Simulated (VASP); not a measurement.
Band structure of HfSi₂ (space group Cmcm). Computed with PBE GGA, VASP's PBE PAW potentials (set 64) (plane waves; VASP 6.6.1).

Unless said otherwise, spin-orbit coupling is left out, though it shifts the bands of the heavy elements here.

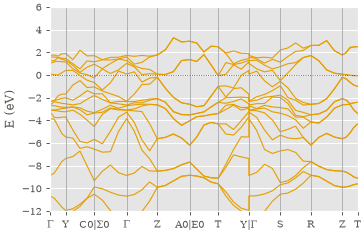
Figure. Bands along high-symmetry lines, zero at the valence-band maximum or, without a gap, the Fermi level

Problem. Read the plot: is there a gap, and where are the band edges?

Solution. It has no gap at this level: it comes out as a metal or semimetal.

The structure comes from a measured HfSi2 entry of the Crystallography Open Database, whose conditions weren't checked. The cell was not relaxed at this level.
